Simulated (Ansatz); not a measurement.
## Run report: CH6BFSi, geometry relaxation (part 2 of 2)

CH6BFSi, SMILES B[SiH2]CF; RKS PBE0-D4/def2-TZVP (Ansatz 0.2.0). The geometry: PBE-D4/def2-SVP start.

Geometry of the input (Å):
```
B  -1.7248  0.6754  -0.3030
Si -0.1152  -0.5267  -0.4465
C  1.3890  0.0449  0.5973
F  2.4211  -0.8878  0.5149
H  -2.6230  0.6011  -1.1205
H  -1.8727  1.4592  0.6171
H  0.3318  -0.7613  -1.8664
H  -0.5728  -1.8629  0.1005
H  1.7615  1.0354  0.2461
H  1.0879  0.1715  1.6634
```

### Trajectory as extended XYZ, continued
```
10
Properties=species:S:1:pos:R:3:forces:R:3 step=5 energy=-12397.87737
B    -1.6964    0.6736   -0.2994   -0.0660   0.0590   0.0147
Si   -0.1166   -0.5512   -0.4439    0.0445  -0.0437  -0.0221
C     1.3550    0.0437    0.5951    0.0136   0.0204   0.0205
F     2.4236   -0.8428    0.5182   -0.0059   0.0011   0.0007
H    -2.6071    0.5770   -1.0687    0.0081  -0.0045   0.0080
H    -1.7987    1.4938    0.5665   -0.0017  -0.0038  -0.0130
H     0.3197   -0.7392   -1.8559   -0.0018  -0.0076   0.0141
H    -0.5695   -1.8736    0.0841    0.0030  -0.0067  -0.0130
H     1.7058    1.0260    0.2586   -0.0015  -0.0096   0.0005
H     1.0671    0.1416    1.6483    0.0077  -0.0046  -0.0105
10
Properties=species:S:1:pos:R:3:forces:R:3 step=6 energy=-12397.87769
B    -1.6975    0.6752   -0.2986   -0.0417   0.0434   0.0083
Si   -0.1166   -0.5524   -0.4436    0.0271  -0.0319  -0.0147
C     1.3546    0.0435    0.5964    0.0120   0.0095   0.0168
F     2.4246   -0.8415    0.5183   -0.0084   0.0036   0.0004
H    -2.6117    0.5727   -1.0629    0.0079  -0.0049   0.0087
H    -1.7948    1.5034    0.5606    0.0003  -0.0102  -0.0155
H     0.3210   -0.7403   -1.8551   -0.0030   0.0038   0.0081
H    -0.5679   -1.8782    0.0773    0.0035   0.0007  -0.0023
H     1.7040    1.0267    0.2607   -0.0039  -0.0105  -0.0001
H     1.0672    0.1398    1.6498    0.0061  -0.0035  -0.0098
10
Properties=species:S:1:pos:R:3:forces:R:3 step=7 energy=-12397.87812
B    -1.7008    0.6776   -0.2987    0.0051  -0.0036  -0.0007
Si   -0.1165   -0.5516   -0.4412   -0.0059   0.0016  -0.0001
C     1.3554    0.0406    0.6007   -0.0039  -0.0005  -0.0007
F     2.4235   -0.8457    0.5184    0.0064  -0.0043   0.0003
H    -2.6244    0.5492   -1.0471   -0.0014  -0.0003   0.0036
H    -1.7875    1.5293    0.5370   -0.0034   0.0044  -0.0032
H     0.3199   -0.7249   -1.8547    0.0008   0.0010   0.0003
H    -0.5620   -1.8835    0.0680    0.0023   0.0000  -0.0013
H     1.7051    1.0236    0.2659   -0.0006   0.0001   0.0024
H     1.0704    0.1341    1.6546    0.0006   0.0016  -0.0006
10
Properties=species:S:1:pos:R:3:forces:R:3 step=8 energy=-12397.87831
B    -1.7024    0.6805   -0.2989   -0.0055   0.0168   0.0100
Si   -0.1172   -0.5518   -0.4382   -0.0186   0.0087   0.0064
C     1.3535    0.0346    0.6082   -0.0035  -0.0046  -0.0077
F     2.4247   -0.8474    0.5173    0.0042  -0.0036  -0.0011
H    -2.6499    0.5039   -1.0102    0.0332   0.0189   0.0391
H    -1.7619    1.5837    0.4880   -0.0089  -0.0516  -0.0543
H     0.3184   -0.6998   -1.8556   -0.0018   0.0035  -0.0007
H    -0.5517   -1.8949    0.0486    0.0003   0.0029  -0.0004
H     1.6989    1.0214    0.2804    0.0024   0.0049   0.0043
H     1.0705    0.1185    1.6633   -0.0017   0.0040   0.0044
10
Properties=species:S:1:pos:R:3:forces:R:3 step=9 energy=-12397.87847
B    -1.7017    0.6795   -0.2991   -0.0053   0.0093   0.0052
Si   -0.1170   -0.5516   -0.4384   -0.0114   0.0052   0.0029
C     1.3540    0.0354    0.6073   -0.0036  -0.0025  -0.0038
F     2.4245   -0.8477    0.5175    0.0035  -0.0026  -0.0004
H    -2.6467    0.5099   -1.0136    0.0180   0.0068   0.0193
H    -1.7660    1.5763    0.4924   -0.0028  -0.0237  -0.0266
H     0.3180   -0.7020   -1.8556   -0.0005   0.0015   0.0003
H    -0.5533   -1.8934    0.0511    0.0021   0.0027  -0.0009
H     1.7004    1.0218    0.2791    0.0004   0.0015   0.0022
H     1.0706    0.1207    1.6623   -0.0006   0.0018   0.0018
10
Properties=species:S:1:pos:R:3:forces:R:3 step=10 energy=-12397.87860
B    -1.7014    0.6795   -0.2993   -0.0018  -0.0003  -0.0010
Si   -0.1177   -0.5514   -0.4374    0.0007   0.0031   0.0014
C     1.3534    0.0340    0.6090   -0.0011   0.0003  -0.0004
F     2.4240   -0.8487    0.5167    0.0018  -0.0003   0.0006
H    -2.6514    0.5005   -1.0030    0.0006  -0.0008   0.0017
H    -1.7609    1.5869    0.4781    0.0005   0.0013  -0.0014
H     0.3169   -0.6952   -1.8555    0.0000   0.0007  -0.0019
H    -0.5503   -1.8955    0.0470   -0.0009  -0.0028   0.0005
H     1.6994    1.0214    0.2830    0.0002  -0.0006   0.0006
H     1.0707    0.1172    1.6644    0.0001  -0.0006  -0.0002
10
Properties=species:S:1:pos:R:3:forces:R:3 step=11 energy=-12397.87871
B    -1.7018    0.6799   -0.2997   -0.0016   0.0045  -0.0010
Si   -0.1179   -0.5511   -0.4355   -0.0044   0.0018   0.0000
C     1.3530    0.0314    0.6127    0.0003  -0.0011   0.0010
F     2.4245   -0.8500    0.5160    0.0002   0.0011   0.0007
H    -2.6628    0.4800   -0.9830    0.0023  -0.0015   0.0024
H    -1.7500    1.6104    0.4508    0.0011  -0.0018  -0.0015
H     0.3149   -0.6819   -1.8558    0.0011   0.0005  -0.0010
H    -0.5462   -1.9004    0.0378    0.0023  -0.0011   0.0010
H     1.6978    1.0205    0.2908   -0.0010  -0.0012  -0.0011
H     1.0714    0.1099    1.6688   -0.0003  -0.0013  -0.0004
10
Properties=species:S:1:pos:R:3:forces:R:3 step=12 energy=-12397.87826 accepted=F
B    -1.7013    0.6848   -0.3032   -0.0779   0.0228   0.0333
Si   -0.1196   -0.5503   -0.4319    0.0121  -0.0060  -0.0070
C     1.3500    0.0239    0.6222    0.0071   0.0035   0.0040
F     2.4241   -0.8535    0.5143   -0.0065   0.0054   0.0008
H    -2.6939    0.4249   -0.9251    0.0733   0.0431   0.0438
H    -1.7193    1.6728    0.3786   -0.0015  -0.0769  -0.0725
H     0.3124   -0.6474   -1.8567   -0.0031   0.0005   0.0065
H    -0.5311   -1.9137    0.0141   -0.0038   0.0119  -0.0046
H     1.6910    1.0176    0.3107   -0.0006  -0.0029   0.0000
H     1.0705    0.0898    1.6799    0.0008  -0.0015  -0.0044
10
Properties=species:S:1:pos:R:3:forces:R:3 step=13 energy=-12397.87869 accepted=F
B    -1.7032    0.6792   -0.2979    0.0057   0.0391  -0.0221
Si   -0.1193   -0.5519   -0.4331   -0.0018  -0.0128   0.0108
C     1.3512    0.0279    0.6171    0.0025   0.0018   0.0014
F     2.4248   -0.8503    0.5141   -0.0026   0.0025   0.0001
H    -2.6755    0.4581   -0.9590    0.0032  -0.0034   0.0182
H    -1.7339    1.6401    0.4158   -0.0051  -0.0282  -0.0062
H     0.3126   -0.6656   -1.8558   -0.0040   0.0022   0.0015
H    -0.5377   -1.9083    0.0276    0.0020   0.0006  -0.0028
H     1.6927    1.0197    0.3000   -0.0001  -0.0011   0.0006
H     1.0712    0.0999    1.6741    0.0002  -0.0007  -0.0016
10
Properties=species:S:1:pos:R:3:forces:R:3 step=14 energy=-12397.87876
B    -1.7014    0.6813   -0.3009   -0.0101  -0.0053   0.0103
Si   -0.1185   -0.5513   -0.4348    0.0030   0.0005  -0.0028
C     1.3519    0.0296    0.6149    0.0011   0.0004   0.0003
F     2.4244   -0.8504    0.5157   -0.0009   0.0011   0.0004
H    -2.6703    0.4676   -0.9688    0.0058   0.0039   0.0003
H    -1.7417    1.6248    0.4338    0.0023  -0.0006  -0.0074
H     0.3144   -0.6738   -1.8561    0.0003  -0.0005   0.0003
H    -0.5419   -1.9040    0.0325   -0.0015   0.0012  -0.0011
H     1.6954    1.0199    0.2953   -0.0002  -0.0003   0.0003
H     1.0706    0.1050    1.6713    0.0001  -0.0004  -0.0006
10
Properties=species:S:1:pos:R:3:forces:R:3 step=15 energy=-12397.87879
B    -1.7017    0.6814   -0.3007   -0.0190   0.0202   0.0068
Si   -0.1194   -0.5519   -0.4325    0.0043  -0.0071  -0.0020
C     1.3503    0.0263    0.6194    0.0038   0.0005   0.0020
F     2.4247   -0.8508    0.5146   -0.0029   0.0029   0.0006
H    -2.6834    0.4447   -0.9430    0.0170   0.0088   0.0145
H    -1.7258    1.6532    0.3990   -0.0017  -0.0269  -0.0215
H     0.3120   -0.6577   -1.8563   -0.0013   0.0003   0.0033
H    -0.5351   -1.9113    0.0212   -0.0001   0.0030  -0.0020
H     1.6910    1.0191    0.3046   -0.0007  -0.0014   0.0004
H     1.0703    0.0956    1.6766    0.0006  -0.0004  -0.0023
10
Properties=species:S:1:pos:R:3:forces:R:3 step=16 energy=-12397.87881
B    -1.7017    0.6811   -0.3005   -0.0102   0.0118   0.0025
Si   -0.1191   -0.5519   -0.4331    0.0008  -0.0043  -0.0009
C     1.3507    0.0272    0.6183    0.0023  -0.0003   0.0013
F     2.4248   -0.8503    0.5148   -0.0017   0.0019   0.0004
H    -2.6801    0.4510   -0.9494    0.0095   0.0036   0.0081
H    -1.7295    1.6459    0.4074   -0.0004  -0.0136  -0.0107
H     0.3126   -0.6620   -1.8562   -0.0006   0.0003   0.0015
H    -0.5371   -1.9096    0.0238    0.0007   0.0016  -0.0010
H     1.6919    1.0195    0.3024   -0.0007  -0.0008   0.0001
H     1.0703    0.0979    1.6753    0.0003  -0.0003  -0.0012
10
Properties=species:S:1:pos:R:3:forces:R:3 step=17 energy=-12397.87882
B    -1.7016    0.6811   -0.3005   -0.0060   0.0072   0.0009
Si   -0.1191   -0.5522   -0.4331   -0.0002  -0.0029   0.0001
C     1.3505    0.0271    0.6185    0.0016  -0.0006   0.0008
F     2.4249   -0.8500    0.5148   -0.0012   0.0014   0.0003
H    -2.6807    0.4505   -0.9477    0.0058   0.0017   0.0047
H    -1.7285    1.6469    0.4056    0.0002  -0.0078  -0.0060
H     0.3127   -0.6616   -1.8562   -0.0005   0.0004   0.0006
H    -0.5368   -1.9100    0.0232    0.0007   0.0011  -0.0007
H     1.6913    1.0196    0.3028   -0.0006  -0.0003   0.0000
H     1.0701    0.0974    1.6755    0.0001  -0.0002  -0.0006
10
Properties=species:S:1:pos:R:3:forces:R:3 step=18 energy=-12397.87884
B    -1.7013    0.6814   -0.3007    0.0004   0.0004  -0.0008
Si   -0.1193   -0.5529   -0.4327   -0.0016  -0.0005   0.0016
C     1.3497    0.0262    0.6198    0.0006  -0.0009  -0.0004
F     2.4253   -0.8492    0.5147   -0.0003   0.0004   0.0001
H    -2.6845    0.4451   -0.9389    0.0003  -0.0004   0.0003
H    -1.7228    1.6544    0.3949    0.0005  -0.0003  -0.0001
H     0.3122   -0.6575   -1.8564   -0.0001   0.0003  -0.0006
H    -0.5347   -1.9126    0.0197    0.0004   0.0005  -0.0005
H     1.6890    1.0196    0.3056   -0.0002   0.0004   0.0000
H     1.0694    0.0944    1.6769   -0.0001   0.0002   0.0003
10
Properties=species:S:1:pos:R:3:forces:R:3 step=19 energy=-12397.87885
B    -1.7009    0.6817   -0.3011    0.0002  -0.0012   0.0016
Si   -0.1197   -0.5538   -0.4319   -0.0014   0.0011   0.0002
C     1.3487    0.0248    0.6217    0.0000  -0.0009  -0.0004
F     2.4257   -0.8485    0.5145   -0.0001   0.0000   0.0000
H    -2.6902    0.4364   -0.9264    0.0007   0.0006   0.0000
H    -1.7148    1.6656    0.3793    0.0001  -0.0006  -0.0014
H     0.3113   -0.6511   -1.8564    0.0003   0.0001  -0.0005
H    -0.5318   -1.9163    0.0145    0.0003   0.0004   0.0001
H     1.6860    1.0196    0.3095   -0.0001   0.0003  -0.0001
H     1.0686    0.0903    1.6791    0.0000   0.0002   0.0005
```

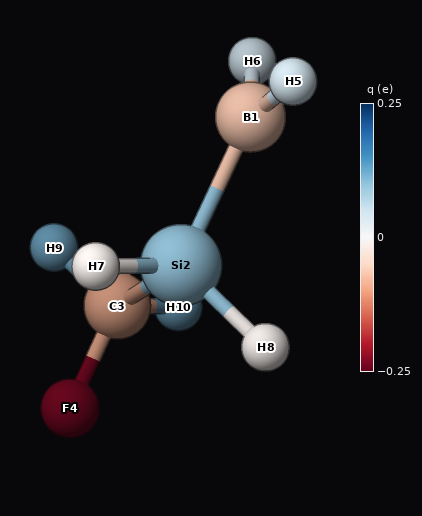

Fig. 1: Mulliken charges, as the colour of each atom (ball-and-stick view, seen at an oblique angle; atoms are numbered from 1 in the order of the input). By element: B −0.07, Si +0.09, C −0.09, F −0.23 and H −0.01 to +0.11 e.

### Results in brief

- outcome: converged
- total energy: −12397.8789 eV
- mean-field energy: −12397.7432 eV
- dispersion energy: −0.1357 eV
- SCF solution under orbital rotations: stable
- largest force (length of the vector) at the end: 0.002 eV/Å
- dipole moment: 1.92 D
- wall time: 60 s (CPU time 2 min)
- peak memory: 0.33 GiB
